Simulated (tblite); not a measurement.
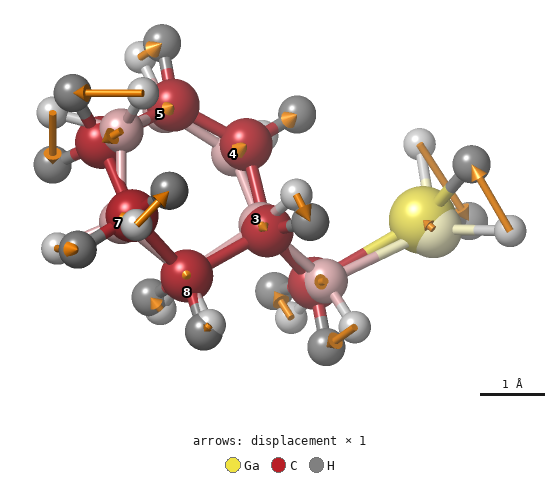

This is a relaxation of C₇H₁₃Ga. The starting structure is drawn faded, the final one solid; orange arrows show the displacements, at their true length. The two geometries are superimposed by the best rigid fit.

Style: ball-and-stick. Shown at a tilt.

All numbers below come from GFN2-xTB geometry optimisation, gas phase (tblite). 

Q: Which element moves most?

A: Hydrogen: up to 1.52 Å, against 0.50 Å for carbon.

Q: What happened in the run?

A: After 162 geometry steps the energy has fallen by 0.922 eV. The largest move after the best rigid fit is that of an H atom, 1.52 Å. Largest moves by element: H 1.52 Å, C 0.50 Å, Ga 0.23 Å. Among the contacts that change: Ga–H 1.675 → 1.587 Å, Ga–H 1.539 → 1.586 Å, C–C 1.482 → 1.526 Å, C–H 1.129 → 1.092 Å. Bond angles that change, for instance: Ga–C–H 96.5° → 112.8°, C–Ga–H 114.1° → 126.1°, C–C–H 125.9° → 114.7°. Groups turn about C–C by about 60°, C–C by about 45°, C–C by about 40°. The run took 1.4 s on 1 thread of Arm Neoverse V1, with other jobs on the host.
